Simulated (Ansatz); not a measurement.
```csv
atom,x (Å),y (Å),z (Å)
N,-0.8899,0.8064,-1.0141
C,0.3004,0.7062,-0.5789
Si,0.5334,-0.6370,0.7352
O,-0.9550,-1.2929,0.9155
H,-0.9964,1.5354,-1.7214
H,1.1128,1.3503,-0.9431
H,1.0333,-0.0298,1.9968
H,1.5311,-1.6353,0.2681
H,-1.5815,-0.8498,0.3246
```

Geometry: PBE0-D4/def2-TZVP.

Level of theory: Ansatz 0.2.0, RKS PBE0-D4/def2-TZVPP.

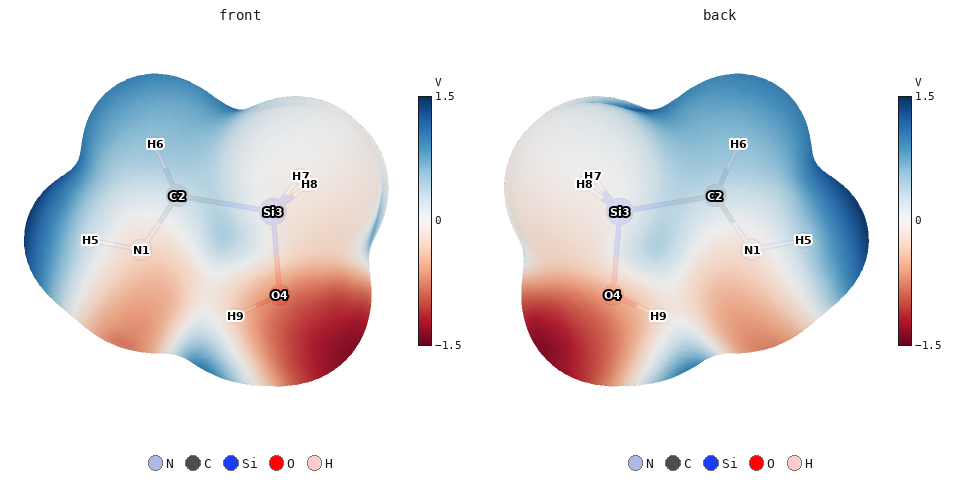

CH5NOSi. The electrostatic potential painted on the density surface at 0.001 e/bohr³, seen from the front and from behind; red is negative and blue positive.

### Describe the electrostatic potential map.

The most negative region (about −1.3 V) lies over O4, the most positive (about +1.4 V) over H5. O4 is the likeliest acceptor of a hydrogen bond.
